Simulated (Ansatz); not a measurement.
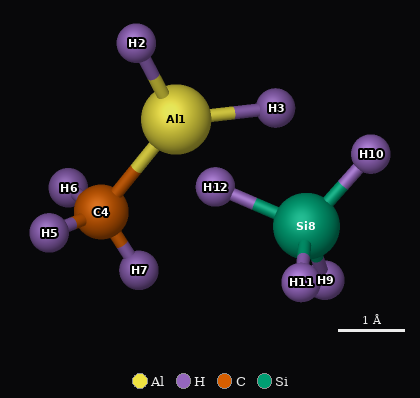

**Figure 1.** The input geometry (ball-and-stick view, seen at a tilt; atoms are numbered from 1 in the order of the input). Sticks mark near contacts. Bond lengths as drawn: Al–C 1.97 Å, Al–H 1.60 to 1.61 Å, C–H 1.10 Å and H–Si 1.48 to 1.51 Å.

Nudged elastic band of CH$_{9}$AlSi (part 1 of 2)

CH$_{9}$AlSi, computed with RKS PBE0-D4/6-31G* (Ansatz 0.2.0).

It belongs to a series of runs on one base structure; here: band between the two ends. Figures and captions count atoms from 1; the log counts them from 0 in places.

## Input
```yaml
crystal:
  periodic: [false, false, false]
  atoms:
    - { symbol: Al, position_ang: [-0.103772, 0.195576, 0.136958] }
    - { symbol: H, position_ang: [0.113453, 1.095728, 1.44064] }
    - { symbol: H, position_ang: [1.199264, -0.439507, -0.552886] }
    - { symbol: C, position_ang: [-1.829004, 0.145468, -0.803113] }
    - { symbol: H, position_ang: [-2.680351, 0.178223, -0.113035] }
    - { symbol: H, position_ang: [-1.927055, 1.016037, -1.466495] }
    - { symbol: H, position_ang: [-1.935023, -0.745008, -1.433959] }
    - { symbol: Si, position_ang: [0.284244, -2.771442, 1.01167] }
    - { symbol: H, position_ang: [0.047371, -3.134651, -0.404539] }
    - { symbol: H, position_ang: [1.723161, -2.650248, 1.338978] }
    - { symbol: H, position_ang: [-0.392607, -3.733064, 1.921661] }
    - { symbol: H, position_ang: [-0.393483, -1.450811, 1.300318] }
basis:
  gaussian: { orbitals: "6-31G*" }
hamiltonian:
  xc: pbe0
  dispersion: d4
neb:
  order_check: false
  images: 7
  f_tol: 0.05
  max_iterations: 60
  final_atoms:
    - { symbol: Al, position_ang: [-0.01507044, -0.59729297, -0.25058565] }
    - { symbol: H, position_ang: [-0.0152281, 0.70078085, 1.6799053] }
    - { symbol: H, position_ang: [1.25519802, 0.33914416, -0.51113116] }
    - { symbol: C, position_ang: [-1.79626669, -0.0387509, -0.864165] }
    - { symbol: H, position_ang: [-2.60509279, -0.4399853, -0.2429931] }
    - { symbol: H, position_ang: [-1.90126768, 1.05172769, -0.90014763] }
    - { symbol: H, position_ang: [-1.97182283, -0.40894927, -1.88355462] }
    - { symbol: Si, position_ang: [0.32227946, -2.84688163, 0.68838298] }
    - { symbol: H, position_ang: [-0.03359447, -3.90947215, -0.30454] }
    - { symbol: H, position_ang: [1.72589555, -3.11940258, 1.1256054] }
    - { symbol: H, position_ang: [-0.55047516, -3.09180086, 1.88132591] }
    - { symbol: H, position_ang: [-0.30835686, 0.06718396, 1.95809556] }
  initial_path:
    images:
      - { positions_ang: [[-0.103772, 0.195576, 0.136958], [0.113453, 1.095728, 1.44064], [1.199264, -0.439507, -0.552886], [-1.829004, 0.145468, -0.803113], [-2.680351, 0.178223, -0.113035], [-1.927055, 1.016037, -1.466495], [-1.935023, -0.745008, -1.433959], [0.284244, -2.771442, 1.01167], [0.047371, -3.134651, -0.404539], [1.723161, -2.650248, 1.338978], [-0.392607, -3.733064, 1.921661], [-0.393483, -1.450811, 1.300318]] }
      - { positions_ang: [[-0.08198059, 0.14810066, 0.10002826], [0.08529952, 0.82618755, 1.55526059], [1.23121634, -0.32458976, -0.61545759], [-1.80459192, 0.1028799, -0.84732671], [-2.57926462, -0.10679898, -0.26976247], [-2.03162221, 0.97401747, -1.26846515], [-1.83636066, -0.5532537, -1.59356198], [0.247215, -2.69638438, 0.96610658], [-0.1269074, -3.18427938, -0.31557748], [1.67487641, -2.71401328, 1.20825518], [-0.39112151, -3.43918443, 1.98872375], [-0.28056035, -1.32638069, 1.46797501]] }
      - { positions_ang: [[-0.06018918, 0.10062532, 0.06309853], [0.05714604, 0.5566471, 1.66988118], [1.26316869, -0.20967251, -0.67802918], [-1.78017983, 0.06029181, -0.89154041], [-2.47817824, -0.39182095, -0.42648994], [-2.13618942, 0.93199794, -1.07043531], [-1.73769833, -0.3614994, -1.75316495], [0.21018599, -2.62132676, 0.92054316], [-0.3011858, -3.23390776, -0.22661596], [1.62659181, -2.77777855, 1.07753236], [-0.38963603, -3.14530486, 2.05578651], [-0.16763771, -1.20195038, 1.63563201]] }
      - { positions_ang: [[-0.03839777, 0.05314998, 0.02616879], [0.02899256, 0.28710665, 1.78450178], [1.29512103, -0.09475527, -0.74060078], [-1.75576775, 0.01770371, -0.93575412], [-2.37709186, -0.67684293, -0.58321741], [-2.24075664, 0.88997841, -0.87240546], [-1.63903599, -0.1697451, -1.91276793], [0.17315699, -2.54626914, 0.87497974], [-0.4754642, -3.28353615, -0.13765443], [1.57830722, -2.84154383, 0.94680954], [-0.38815054, -2.85142528, 2.12284926], [-0.05471506, -1.07752006, 1.80328902]] }
      - { positions_ang: [[-0.01660636, 0.00567464, -0.01076094], [0.00083907, 0.0175662, 1.89912237], [1.32707338, 0.02016198, -0.80317237], [-1.73135566, -0.02488438, -0.97996783], [-2.27600547, -0.9618649, -0.73994488], [-2.34532385, 0.84795888, -0.67437561], [-1.54037365, 0.02200921, -2.07237091], [0.13612799, -2.47121152, 0.82941633], [-0.6497426, -3.33316453, -0.04869291], [1.53002262, -2.90530911, 0.81608672], [-0.38666505, -2.55754571, 2.18991201], [0.05820758, -0.95308975, 1.97094602]] }
      - { positions_ang: [[-0.01622238, -0.14506726, -0.07071712], [-0.00317772, 0.18836987, 1.8443181], [1.30910454, 0.09990752, -0.73016206], [-1.74758342, -0.02835101, -0.95101712], [-2.3582773, -0.831395, -0.61570693], [-2.23430981, 0.89890108, -0.73081862], [-1.64823595, -0.08573041, -2.02516683], [0.18266586, -2.56512905, 0.79415799], [-0.49570557, -3.47724143, -0.11265468], [1.57899086, -2.95883248, 0.89346639], [-0.42761758, -2.6911095, 2.11276549], [-0.03343353, -0.69802133, 1.96773341]] }
      - { positions_ang: [[-0.0158384, -0.29580916, -0.13067329], [-0.00719451, 0.35917353, 1.78951383], [1.2911357, 0.17965307, -0.65715176], [-1.76381118, -0.03181764, -0.92206641], [-2.44054913, -0.7009251, -0.49146899], [-2.12329577, 0.94984329, -0.78726162], [-1.75609824, -0.19347003, -1.97796276], [0.22920372, -2.65904658, 0.75889965], [-0.34166853, -3.62131834, -0.17661645], [1.62795909, -3.01235585, 0.97084606], [-0.46857011, -2.82467328, 2.03561896], [-0.12507464, -0.4429529, 1.96452079]] }
      - { positions_ang: [[-0.01545442, -0.44655106, -0.19062947], [-0.01121131, 0.52997719, 1.73470957], [1.27316686, 0.25939862, -0.58414146], [-1.78003893, -0.03528427, -0.89311571], [-2.52282096, -0.5704552, -0.36723104], [-2.01228172, 1.00078549, -0.84370463], [-1.86396054, -0.30120965, -1.93075869], [0.27574159, -2.7529641, 0.72364131], [-0.1876315, -3.76539525, -0.24057822], [1.67692732, -3.06587922, 1.04822573], [-0.50952263, -2.95823707, 1.95847243], [-0.21671575, -0.18788447, 1.96130818]] }
      - { positions_ang: [[-0.01507044, -0.59729297, -0.25058565], [-0.0152281, 0.70078085, 1.6799053], [1.25519802, 0.33914416, -0.51113116], [-1.79626669, -0.0387509, -0.864165], [-2.60509279, -0.4399853, -0.2429931], [-1.90126768, 1.05172769, -0.90014763], [-1.97182283, -0.40894927, -1.88355462], [0.32227946, -2.84688163, 0.68838298], [-0.03359447, -3.90947215, -0.30454], [1.72589555, -3.11940258, 1.1256054], [-0.55047516, -3.09180086, 1.88132591], [-0.30835686, 0.06718396, 1.95809556]] }
```

Run on 1 thread of Arm Neoverse V1, 24 GiB of memory available, shared host.

Launch command:
```bash
ansatz run input.yaml --threads 1 --pin off --max-ram 2048MiB --backend cpu --events-out ev --progress --plain --runs-dir out
```

## Output
```
Engine: ansatz 0.2.0, aarch64-unknown-linux-gnu
Functional definition: PBE0
  parameter a = 0.25
  parameter kappa = 0.804
  parameter beta = 0.06672455060314922
  exchange = (1 - a)*pbe_x(kappa = kappa, mu = beta*pi^2/3) + a*exact_x
  correlation = pbe_c(beta = beta)
813 factors; integrals over basis functions are off by at most 7.4e-4 eV
mean field evaluation 1: about -15644.3452 eV, gradient 4.1e1 eV
mean field evaluation 2: about -15642.8326 eV, gradient 4.5e1 eV
mean field evaluation 4: about -15648.3467 eV, gradient 3.6e-1 eV
mean field evaluation 8: about -15648.3586 eV, gradient 1.1e-2 eV
mean field -15648.35863644 eV, -575.0665730507 hartree, gradient 3.0e-5 eV, S^2 0.000000; 0 other end points of the search recorded, 0 dependent functions left out
the calculation of the forces begins
reference -15648.35867174 eV, -575.0665743481 hartree; 21, 21 occupied and 50, 50 virtual orbitals, 813 factors
813 factors; integrals over basis functions are off by at most 7.4e-4 eV
mean field evaluation 16: about -15642.5208 eV, gradient 4.5e1 eV
mean field -15648.16490956 eV, -575.0594537192 hartree, gradient 4.9e-6 eV, S^2 0.000000; 0 other end points of the search recorded, 0 dependent functions left out
[... from here on the field's lines of each further geometry are left out, up to the last ...]
NEB iter   1: max|band force component| = 6.702e0 eV/Å  barrier→ = 2.6546 eV  barrier← = 2.4609 eV  Δτ_max = 0.2000 Å  (203 SCF iters)
NEB iter   2: max|band force component| = 1.435e0 eV/Å  barrier→ = 1.7183 eV  barrier← = 1.5246 eV  Δτ_max = 0.2000 Å  (175 SCF iters)
NEB iter   3: max|band force component| = 1.018e0 eV/Å  barrier→ = 1.3702 eV  barrier← = 1.1765 eV  Δτ_max = 0.2000 Å  (166 SCF iters)
NEB iter   4: max|band force component| = 1.620e0 eV/Å  barrier→ = 1.5206 eV  barrier← = 1.3269 eV  Δτ_max = 0.1003 Å  (164 SCF iters)
NEB iter   5: max|band force component| = 6.691e-1 eV/Å  barrier→ = 1.1290 eV  barrier← = 0.9353 eV  Δτ_max = 0.1411 Å  (159 SCF iters)
NEB iter   6: max|band force component| = 9.657e-1 eV/Å  barrier→ = 0.8913 eV  barrier← = 0.6976 eV  CI = image 5  Δτ_max = 0.1971 Å  (160 SCF iters)
NEB iter   7: max|band force component| = 1.202e0 eV/Å  barrier→ = 0.9286 eV  barrier← = 0.7348 eV  CI = image 5  Δτ_max = 0.2000 Å  (161 SCF iters)
NEB iter   8: max|band force component| = 9.716e-1 eV/Å  barrier→ = 1.0582 eV  barrier← = 0.8645 eV  CI = image 5  Δτ_max = 0.1980 Å  (163 SCF iters)
NEB iter   9: max|band force component| = 7.226e-1 eV/Å  barrier→ = 1.2435 eV  barrier← = 1.0498 eV  CI = image 5  Δτ_max = 0.1973 Å  (156 SCF iters)
NEB iter  10: max|band force component| = 3.670e-1 eV/Å  barrier→ = 1.1902 eV  barrier← = 0.9965 eV  CI = image 5  Δτ_max = 0.1892 Å  (159 SCF iters)
NEB iter  11: max|band force component| = 3.530e-1 eV/Å  barrier→ = 1.2126 eV  barrier← = 1.0189 eV  CI = image 5  Δτ_max = 0.1644 Å  (156 SCF iters)
NEB iter  12: max|band force component| = 2.040e-1 eV/Å  barrier→ = 1.1610 eV  barrier← = 0.9672 eV  CI = image 5  Δτ_max = 0.0933 Å  (155 SCF iters)
NEB iter  13: max|band force component| = 7.389e-2 eV/Å  barrier→ = 1.1538 eV  barrier← = 0.9601 eV  CI = image 5  Δτ_max = 0.0409 Å  (149 SCF iters)
NEB iter  14: max|band force component| = 5.220e-2 eV/Å  barrier→ = 1.1532 eV  barrier← = 0.9594 eV  CI = image 5  Δτ_max = 0.0454 Å  (151 SCF iters)
NEB iter  15: max|band force component| = 5.033e-2 eV/Å  barrier→ = 1.1521 eV  barrier← = 0.9584 eV  CI = image 5  Δτ_max = 0.0227 Å  (148 SCF iters)
NEB iter  16: max|band force component| = 3.917e-2 eV/Å  barrier→ = 1.1515 eV  barrier← = 0.9578 eV  CI = image 5  Δτ_max = 0.0453 Å  (140 SCF iters)
NEB iter  17: max|band force component| = 1.061e-1 eV/Å  barrier→ = 1.1505 eV  barrier← = 0.9568 eV  CI = image 5  Δτ_max = 0.0908 Å  (23 SCF iters)
NEB iter  18: max|band force component| = 6.610e-2 eV/Å  barrier→ = 1.1495 eV  barrier← = 0.9557 eV  CI = image 5  Δτ_max = 0.0758 Å  (151 SCF iters)
NEB iter  19: max|band force component| = 4.729e-2 eV/Å  barrier→ = 1.1489 eV  barrier← = 0.9552 eV  CI = image 5  Δτ_max = 0.0397 Å  (153 SCF iters)
NEB iter  20: max|band force component| = 1.198e-1 eV/Å  barrier→ = 1.1486 eV  barrier← = 0.9548 eV  CI = image 5  Δτ_max = 0.0708 Å  (23 SCF iters)
the calculation of the forces begins
reference -15648.16037970 eV, -575.0592872499 hartree; 21, 21 occupied and 50, 50 virtual orbitals, 813 factors
813 factors; integrals over basis functions are off by at most 6.9e-4 eV
mean field -15647.20071778 eV, -575.0240203250 hartree, gradient 8.6e-6 eV, S^2 0.000000; 1 other end points of the search recorded, 0 dependent functions left out
the calculation of the forces begins
reference -15647.20075147 eV, -575.0240215630 hartree; 21, 21 occupied and 50, 50 virtual orbitals, 813 factors
NEB iter  21: max|band force component| = 3.531e-2 eV/Å  barrier→ = 1.1484 eV  barrier← = 0.9547 eV  CI = image 5  Δτ_max = 0.0000 Å  (311 SCF iters)
```
